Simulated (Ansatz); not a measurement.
Band structure of Fe3Sb (P6_3/mmc, 8 atoms in the cell).

```
CELL_PARAMETERS angstrom
      5.49380     0.00000     0.00000
     -2.74690     4.75777     0.00000
      0.00000     0.00000     4.35953
ATOMIC_POSITIONS crystal
  Fe 0.30447 0.15224 0.75000
  Fe 0.69553 0.84776 0.25000
  Fe 0.15224 0.30447 0.25000
  Fe 0.84776 0.69553 0.75000
  Fe 0.84776 0.15224 0.75000
  Fe 0.15224 0.84776 0.25000
  Sb 0.66667 0.33333 0.25000
  Sb 0.33333 0.66667 0.75000
```
Moments meant for the start (each program seeds them in its own way; μB, in the order of the atoms Fe Fe Fe Fe Fe Fe Sb Sb): 4.0 4.0 4.0 4.0 4.0 4.0 0.0 0.0.

Method: PBEsol, PAW files made with PBE (plane waves; Ansatz, an electronic-structure program).

Settings: kpoints.mp_grid.grid = 5 5 5; hamiltonian.xc = pbesol; hamiltonian.pseudopotentials = {kind: paw} (the program's default PAW files); magnetization.spin_polarized = true; scf.occupations.method = cold; scf.occupations.width = 0.2 eV; kpoints.band_path.npoints = 16.

The starting cell comes from a database of computed structures (which also holds hypothetical and non-ambient phases and stackings), without a prior relaxation at this level. Spin-orbit coupling is off. The magnetic order is the one reached from the typed start; others were not searched systematically.

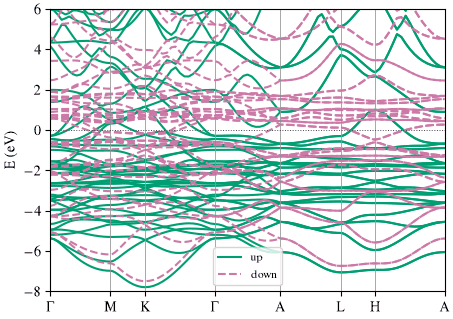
Figure: Bands along the path, energies from the Fermi level.

Levels in eV from the Fermi level, bands 67 to 74 of the first spin channel:
```
point     67     68     69     70     71     72    73    74
-----  -----  -----  -----  -----  -----  -----  ----  ----
Γ      -0.82  -0.72  -0.45  -0.45  -0.30  -0.30  1.38  1.98
M      -0.77  -0.49   0.31   0.45   0.47   0.84  1.30  3.13
K      -0.78  -0.24  -0.24   0.94   1.15   1.15  1.44  2.10
A      -0.90  -0.90  -0.69  -0.69  -0.69  -0.69  0.89  0.89
L      -0.94  -0.94  -0.57  -0.57  -0.31  -0.31  3.70  3.70
H      -0.95  -0.95  -0.91  -0.91   1.00   1.00  2.66  2.66
```

Bands cross the Fermi level along this path, so the cell is metallic at this level.

The net moment of the cell came out as 15.02 μB.

Keys are those of Ansatz 0.2.
